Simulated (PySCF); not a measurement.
# GeH$_{8}$N$_{2}$Si (SMILES [NH2][GeH2][NH][SiH3]): what the fields show

```xyz
12

N     2.0942    0.5162    0.2046
Ge    0.9365   -0.8697   -0.0017
N    -0.6417   -0.2038   -0.5961
Si   -1.9276    0.4336    0.3664
H     1.7773    1.2788    0.7876
H     3.0398    0.2853    0.4734
H     1.5314   -1.7375   -1.0730
H     0.6244   -1.6605    1.2441
H    -0.5836    0.1850   -1.5250
H    -3.0214    0.6836   -0.5726
H    -1.5775    1.6794    1.0717
H    -2.2509   -0.5911    1.3591
```

Geometry: GFN2-xTB.

Method: PBE0/def2-SVPD, SCF density, gas phase in PySCF.

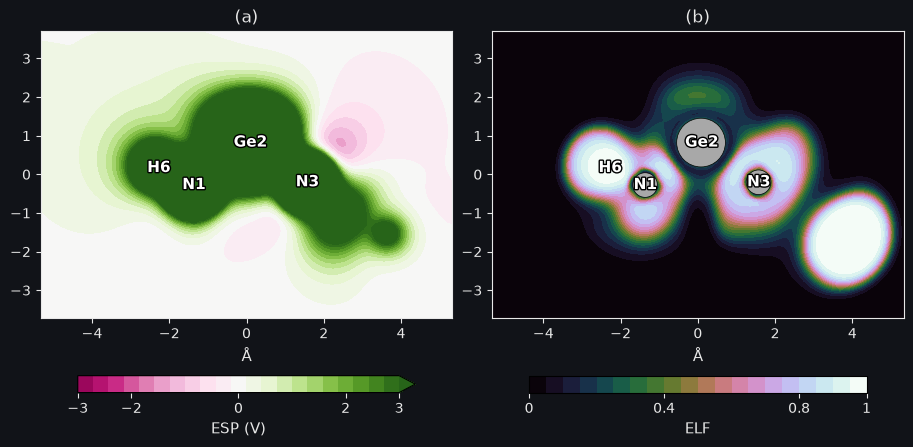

Figure 1. (a) electrostatic potential; (b) electron localisation function on the plane of atoms Ge2, N1 and H6. Grey discs cover the atomic cores in the ELF map.

Question: Read the bonding off the picture.

Answer: Atoms in the plane: N, Ge and H. Ge–N (1.81 Å): the ELF peaks at about 0.90 in the valence shell of N, 0.6 Å from its nucleus, and is about 0.50 at the midpoint. N–H (1.01 Å): the ELF climbs to about 1 towards the hydrogen, as it does in any bond to H: an ordinary covalent bond to hydrogen. The ELF also peaks beside N3, away from the bonds: lone-pair regions. Outside the dense part of the molecule the potential is most negative (−1.3 V) near N3.

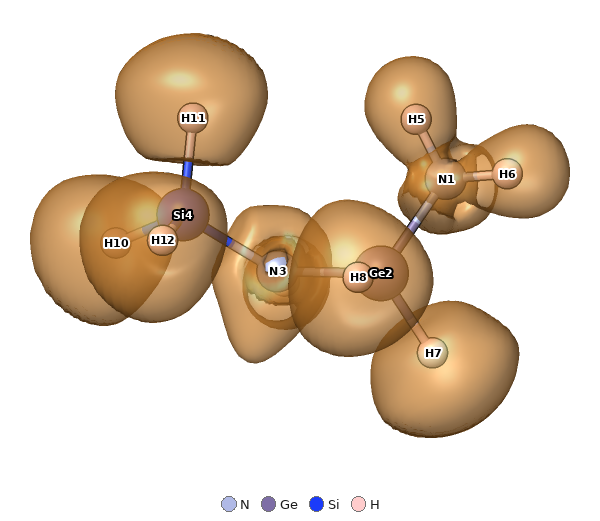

Figure 2. Isosurface of the electron localisation function at 0.75 (orange), seen across its widest extent. Core shells and regions of very low density are left out.

Question: Identify the bonds, lone pairs and shells in this picture.

Answer: At this value the surface marks out five regions around hydrogen nuclei and two joined regions spread over several atoms (H, N), in which their bonds and any lone pairs are merged. Along the contacts the grid gives the following. Si–N (1.73 Å): the ELF peaks at about 0.90 between the atoms, as expected for a shared but strongly polarised pair.

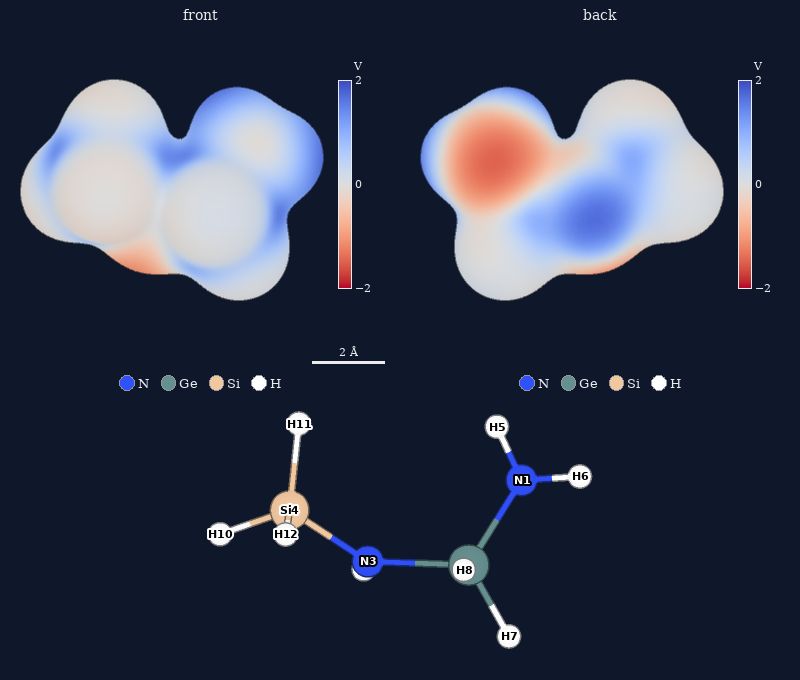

Figure 3. The electrostatic potential painted on the density surface at 0.002 e/bohr³, seen from the front and from behind; the colour scale runs from red (negative) to blue (positive). The bare structure is drawn below in the same view.

Question: Where is the surface potential most negative and most positive?

Answer: The most negative region (about −1.4 V, or −32 kcal/mol for a unit charge) lies over N1, the most positive (about +1.6 V, or +37 kcal/mol for a unit charge) over H6 and H9. N1 is the likeliest acceptor of a hydrogen bond.
